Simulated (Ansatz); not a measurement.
Converging the k-point mesh: ScAg2 (I4mm, 3 atoms in the cell)

```
ScAg2
1.0
   -1.77444     1.77444     4.47660
    1.77444    -1.77444     4.47660
    1.77444     1.77444    -4.47660
Sc Ag
1 2
Cartesian
  0.00000   0.00000   0.05000
  0.00000   0.00000   5.96856
  0.00000   0.00000   2.98464
```

Method of the run: PBEsol, default PAW files made with PBE (plane waves; Ansatz, a first-principles code).

Base settings: basis.ecutwfc = 420 eV; kpoints.mp_grid.grid = 13 13 13; hamiltonian.xc = pbesol; hamiltonian.pseudopotentials = {kind: paw} (the program's default PAW files); scf.occupations.method = fermi_dirac; scf.occupations.width = 0.1 eV.

Only quantities that move along the ladder and can be compared are tabulated.

The count of work is k-points × plane waves × bands × iterations; it is no time. Core times come from one kind of shared machine, to one figure; runs under 30 s give none.

The starting cell comes from a database of computed structures (which also holds hypothetical and non-ambient phases and stackings), without a prior relaxation at this level. Its lattice was rescaled by up to half a per cent. One atom was moved a little off its site on purpose. In the base run, with a pressure of about -4 GPa the cell is away from its equilibrium volume at this level. Ansatz's pressure includes its estimate of the finite-basis (Pulay) stress.

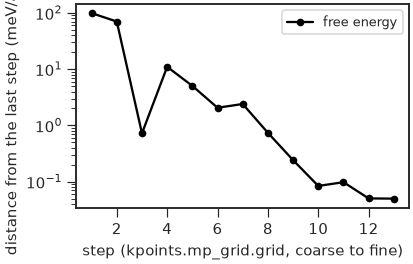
Figure: Distance from the last step along the ladder; very small values are drawn at a floor.

| kpoints.mp_grid.grid | free energy less the last step's (meV/atom) | pressure (GPa) | largest difference of a force vector from the last step's (eV/Å) | count of work / last | core time / last (rough) |
|---|---|---|---|---|---|
| 2 2 2 | 99.01 | -3.27 | 0.396 | 0.0034 | – |
| 3 3 3 | 70.20 | -3.50 | 0.012 | 0.0051 | – |
| 4 4 4 | -0.72 | -4.07 | 0.023 | 0.0094 | – |
| 5 5 5 | -11.01 | -3.95 | 0.023 | 0.013 | – |
| 6 6 6 | 5.04 | -3.72 | 0.003 | 0.025 | – |
| 7 7 7 | 2.06 | -3.94 | 0.010 | 0.034 | – |
| 8 8 8 | -2.40 | -3.95 | 0.001 | 0.050 | – |
| 10 10 10 | 0.74 | -3.90 | 0.000 | 0.086 | – |
| 12 12 12 | -0.24 | -3.90 | 0.001 | 0.14 | – |
| 13 13 13 | 0.08 | -3.89 | 0.001 | 0.17 | – |
| 15 15 15 | -0.10 | -3.91 | 0.000 | 0.24 | 0.3 |
| 19 19 19 | -0.05 | -3.90 | 0.000 | 0.46 | 0.5 |
| 23 23 23 | -0.01 | -3.90 | 0.000 | 0.79 | 1 |
| 25 25 25 | 0.00 | -3.90 | 0.000 | 1.0 | 1 |

Coarsest kpoints.mp_grid.grid that holds the forces within 0.005 eV/Å of the last step, with all finer ones: 8 8 8, at 0.050 of the last step's count of work; the step before is off by 0.010 eV/Å.

Coarsest kpoints.mp_grid.grid that holds the pressure within 0.5 GPa of the last step, with all finer ones: 3 3 3, at 0.0051 of the last step's count of work; the step before is off by 0.63 GPa.

Coarsest kpoints.mp_grid.grid that holds the free energy within 0.5 meV/atom of the last step, with all finer ones: 12 12 12, at 0.14 of the last step's count of work; the step before is off by 0.74 meV/atom.

Keys are those of Ansatz 0.2.
